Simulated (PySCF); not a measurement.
**AlP (triplet): density, localisation and related maps**

```yaml
atoms:
  - { symbol: Al, position_ang: [0.0000, 0.0000, -1.3067] }
  - { symbol: P, position_ang: [0.0000, 0.0000, 1.1383] }
```

All numbers below come from PBE0/6-31G(d,p), non-relativistic, at a bond length of 2.445 Å (PySCF).

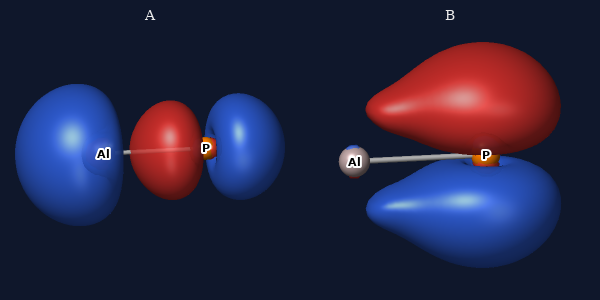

Figure 1. Two frontier α-spin orbitals, each drawn at the value that holds 80 % of its norm (blue and red are the two phases), in no order; of a degenerate pair one member is drawn.

Label each orbital by symmetry, say whether it is occupied, and order them by energy.

Orbital B: π, occupied in this spin, −7.25 eV; mainly on P (85 %).
Orbital A: σ, occupied in this spin, −5.85 eV; shared between the atoms (Al 55 %, P 45 %).

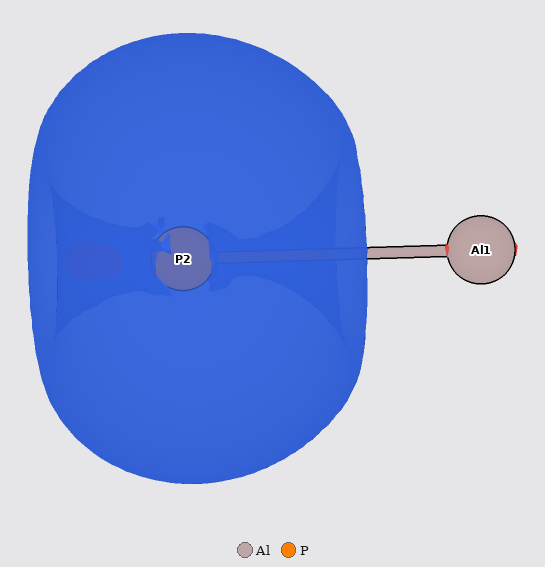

Figure 2. Isosurfaces of the spin density at +0.02 (blue) and −0.02 e/Å³ (red), seen from one side.

Which atoms carry the spin?

The unpaired spin (2 electrons) lies mostly on P2 (about 1.8) and Al1 (about 0.2), in electrons by Hirshfeld's partition.

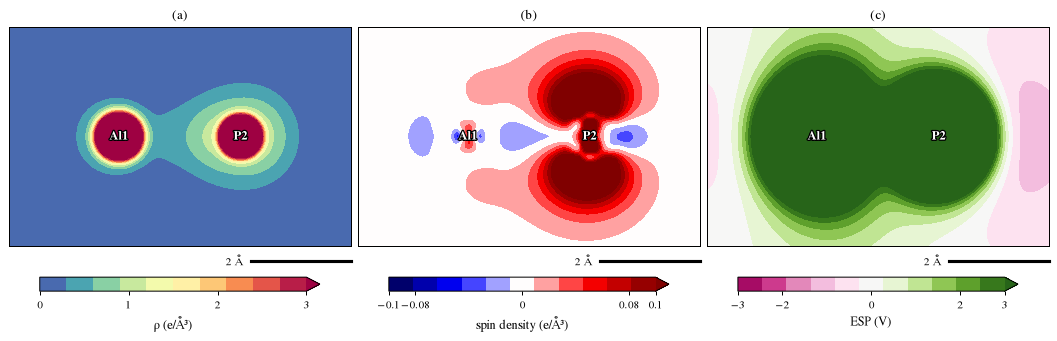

Figure 3. (a) electron density; (b) spin density (α minus β); (c) molecular electrostatic potential on a plane that holds the molecular axis.

Interpret the plot.

- The plane passes through Al and P nuclei.
- Al–P (2.44 Å): the density is about 0.51 e/Å³ at the midpoint.
- Outside the dense part of the molecule the potential is most negative (−1.1 V) near P2.
